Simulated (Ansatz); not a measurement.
Band structure of YIr2 (Fd-3m, 6 atoms in the cell).

```
CELL_PARAMETERS angstrom
      0.00000     3.74717     3.74717
      3.74717     0.00000     3.74717
      3.74717     3.74717     0.00000
ATOMIC_POSITIONS crystal
  Y  0.50000 0.50000 0.50000
  Y  0.75000 0.75000 0.75000
  Ir 0.62500 0.12500 0.12500
  Ir 0.12500 0.12500 0.62500
  Ir 0.12500 0.62500 0.12500
  Ir 0.12500 0.12500 0.12500
```

Method of the run: PBEsol, PAW files made with PBE (plane waves; Ansatz, a quantum-chemistry and plane-wave program).

Settings: kpoints.mp_grid.grid = 6 6 6; hamiltonian.xc = pbesol; hamiltonian.pseudopotentials = {kind: paw} (an earlier, softer set of the program's PAW files); scf.occupations.method = fermi_dirac; scf.occupations.width = 0.136 eV; kpoints.band_path.npoints = 8.

The starting cell comes from a database of computed structures (which also holds hypothetical and non-ambient phases and stackings), without a prior relaxation at this level. Its lattice was rescaled by a random factor within 2.5 % of one. Spin-orbit coupling is off. Spin polarisation is off.

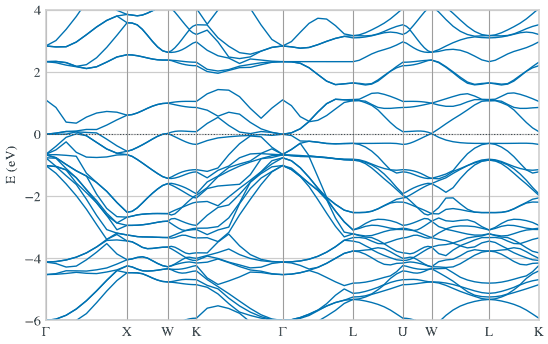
*Bands along the path, energies from the Fermi level.*

Levels in eV from the Fermi level, bands 42 to 49:
```json
[
 {"point": "Γ", "42": "-0.68", "43": "-0.66", "44": "-0.66", "45": "-0.01", "46": "-0.01", "47": "-0.01", "48": "1.09", "49": "2.32"},
 {"point": "X", "42": "-2.52", "43": "-0.67", "44": "-0.67", "45": "-0.56", "46": "-0.56", "47": "0.60", "48": "0.60", "49": "2.55"},
 {"point": "W", "42": "-1.60", "43": "-1.43", "44": "-1.43", "45": "0.01", "46": "0.01", "47": "0.99", "48": "0.99", "49": "2.37"},
 {"point": "K", "42": "-1.93", "43": "-1.22", "44": "-1.15", "45": "-0.34", "46": "0.07", "47": "0.85", "48": "1.04", "49": "2.19"},
 {"point": "L", "42": "-0.84", "43": "-0.82", "44": "-0.31", "45": "-0.31", "46": "1.07", "47": "1.07", "48": "1.11", "49": "1.64"},
 {"point": "U", "42": "-1.93", "43": "-1.22", "44": "-1.15", "45": "-0.34", "46": "0.07", "47": "0.85", "48": "1.04", "49": "2.19"}
]
```

Bands cross the Fermi level along this path, so the cell is metallic at this level.

Keys are those of Ansatz 0.2.
